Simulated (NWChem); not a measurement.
**SiCl2 (SMILES Cl[Si]Cl) at HSE06 (ITYH form)/STO-3G (SMD dmso)**

Aim: the energy change on altering one bond length of SiCl2 at HSE06 (ITYH form)/STO-3G (SMD dmso), from 2 runs. 

Program for the calculation: NWChem 7.3.0.

5 further runs of the same task are left out: 5 set aside as unsound or not needed.

### 1 Starting point

The species is SiCl2 (3 atoms), meant as a singlet with charge 0. As SMILES, `Cl[Si]Cl`. The shape is that of a GFN2-xTB optimisation.

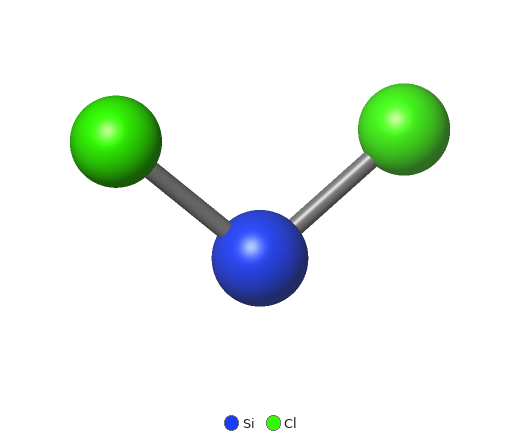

Viewed from a chosen angle; silicon blue, chlorine green.

### 2 The energy at HSE06 (ITYH form)/STO-3G (SMD dmso)

Input file mymol.nw:

```
echo
start mymol
title "Cl2Si energy"
memory 2200 mb

geometry units au noautosym nocenter noautoz
Si     0.00971319    -0.01313360    -1.64281451
Cl     2.98884753    -0.03579141     0.83918958
Cl    -2.99856072     0.04892501     0.80364383
end

basis cartesian
Si library STO-3G
Cl library STO-3G
end

cosmo
do_cosmo_smd true
solvent dmso
end

dft
xc xpbe96 1.0 xcampbe96 -0.25 cpbe96 1.0 srhfexch 0.25
cam 0.11 cam_alpha 0.0 cam_beta 1.0
grid fine
convergence energy 1e-08
direct
print low
end

task dft energy
```

Started as:

```console
nwchem mymol.nw > mymol.out
```

Output:

```text
[...]
 d= 0,ls=0.0,diis     1  -1196.1853170322 -1.37D+03  8.30D-02  2.84D-01     0.3
[...]
 d= 0,ls=0.0,diis     5  -1196.2890276902 -6.25D-10  5.23D-07  3.03D-11     2.4
         Total DFT energy =    -1196.289027690190
      One electron energy =    -1999.128857779232
           Coulomb energy =      709.152899457841
    Exchange-Corr. energy =      -77.108930374050
 Nuclear repulsion energy =      171.011978773811
             COSMO energy =       -0.216117768559
[...]
```

Wall time 3 s (1 thread of AMD EPYC 7B13 (Zen 3), shared host); peak memory 0.13 GiB.

### 3 The distorted shape

Input file cl2si.nw:

```
start cl2si
memory total 2200 mb

geometry noautosym nocenter
  zmatrix
    Si
    Cl 1 r2
    Cl 1 r3 2 a3
  variables
    r2 1.846763
    r3 2.052138
    a3 101.08566
  end
end

basis "ao basis"
  * library STO-3G
end

cosmo
  do_cosmo_smd true
  solvent dmso
end

dft
  xc xpbe96 1.0 xcampbe96 -0.25 cpbe96 1.0 srhfexch 0.25
  cam 0.11 cam_alpha 0.0 cam_beta 1.0
  grid fine
  convergence energy 1e-08
  direct
  print medium
end

task dft energy
```

Started as:

```console
nwchem cl2si.nw > cl2si.out
```

Output:

```text
[...]
          Wavefunction type:  closed shell.
          No. of atoms     :     3
          No. of electrons :    48
[...]
          Charge           :     0
          Spin multiplicity:     1
[...]
          AO basis - number of functions:    27
[...]
              XC Information
              --------------
                     Hartree-Fock (Exact) Exchange  0.250
          PerdewBurkeErnzerhof Exchange Functional  1.000
                     CAM-PBE96 Exchange Functional -0.250
            Perdew 1991 LDA Correlation Functional  1.000 local
           PerdewBurkeErnz. Correlation Functional  1.000 non-local
[...]
 d= 0,ls=0.0,diis     1  -1196.1647258970 -1.38D+03  6.92D-02  2.53D-01     0.3
[...]
 d= 0,ls=0.0,diis     6  -1196.2480761754 -3.13D-10  1.08D-07  1.49D-12     2.8
         Total DFT energy =    -1196.248076175389
      One electron energy =    -2017.041106353036
           Coulomb energy =      717.824704656831
    Exchange-Corr. energy =      -77.151682662107
 Nuclear repulsion energy =      180.324060554670
             COSMO energy =       -0.204052371748
[...]
```

It took 3.6 s on 1 thread of AMD EPYC 7B13 (Zen 3), shared host; peak memory 0.13 GiB.

### 4 What came out

Level: HSE06 (ITYH form)/STO-3G (SMD dmso).

```
                                                           quantity           value
                                          first shape: total energy  -1196.28903 Eh
                            first shape: solvent term in the energy    -19.4 kJ/mol
                                      distorted shape: total energy  -1196.24808 Eh
                                     distorted shape: dipole moment          2.36 D
                                       distorted shape: HOMO energy        -4.70 eV
                                       distorted shape: LUMO energy         0.18 eV
                                     distorted shape: HOMO–LUMO gap         4.88 eV
                        distorted shape: solvent term in the energy    -16.7 kJ/mol
energy change with the Si1–Cl2 bond shortened from 2.052 to 1.847 Å        1.114 eV
```

With the Si1–Cl2 bond shortened from 2.052 to 1.847 Å the energy rises by 1.11 eV (108 kJ/mol). The first shape isn't relaxed at this level, so the change isn't measured from a minimum. The minimal basis adds a large error of its own.
